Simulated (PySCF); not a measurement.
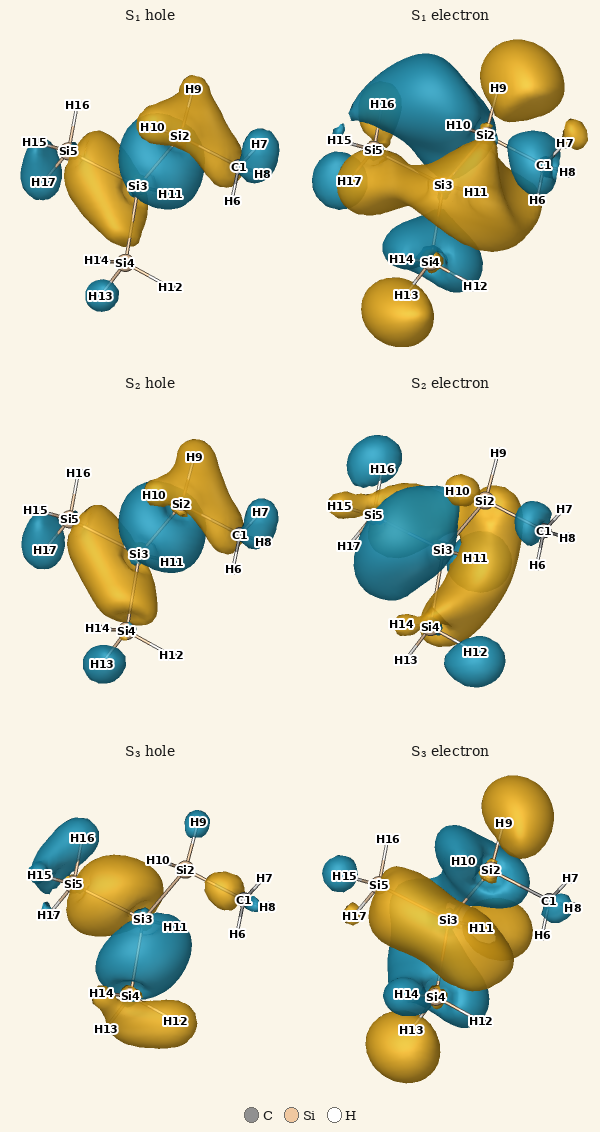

Figure 1: CH$_{12}$Si$_{4}$, SMILES `C[SiH2][SiH]([SiH3])[SiH3]`. Leading natural transition orbitals (TDA singlet states).

Level of theory: CAM-B3LYP/6-31+G* (PySCF), at a geometry from GFN2-xTB. No frequency check shows the geometry to be a minimum.

Geometry (Å), atoms numbered from 1:

```
C1      -3.1012    0.1047    0.2508
Si2     -1.5632    1.0658   -0.3175
Si3      0.3707    0.0082    0.4510
Si4      0.4523   -2.2349   -0.1724
Si5      2.3210    1.1661   -0.0547
H6      -3.0807   -0.9166   -0.1198
H7      -4.0201    0.5639   -0.1023
H8      -3.1531    0.0580    1.3350
H9      -1.7211    2.4542    0.1398
H10     -1.5999    1.1247   -1.7869
H11      0.2784    0.0064    1.9335
H12     -0.7065   -3.0072    0.2848
H13      1.6313   -2.9461    0.3277
H14      0.4771   -2.3692   -1.6321
H15      2.5169    1.2541   -1.5040
H16      2.3252    2.5423    0.4458
H17      3.5267    0.5336    0.4860
```

**Describe these excited states.**

By state:
- S₁: 6.75 eV (184 nm), f = 0.012; the leading pair carries 80 %; hole on Si3 (33 %), Si2 (23 %) and Si5 (14 %), electron on Si2 and Si3 (20 % each), Si4 (16 %) and Si5 (12 %) (shares are of the whole state, not of the leading pair alone); their centroids lie 0.3 Å apart; S₂ lies within 0.1 eV of it.
- S₂: 6.83 eV (181 nm), f = 0.050; the leading pair carries 94 %; hole on Si3 (34 %), Si2 (26 %) and Si5 (10 %), electron on Si3 (29 %), Si5 (19 %) and Si4 (15 %); their centroids lie 0.7 Å apart; S₁ lies within 0.1 eV of it.
- S₃: 7.05 eV (176 nm), f = 0.065; the leading pair carries 85 %; hole on Si3 (33 %), Si4 (21 %) and Si5 (20 %), electron on Si3 (26 %), Si4 (21 %) and Si2 (18 %) (shares are of the whole state, not of the leading pair alone); their centroids lie 0.6 Å apart.
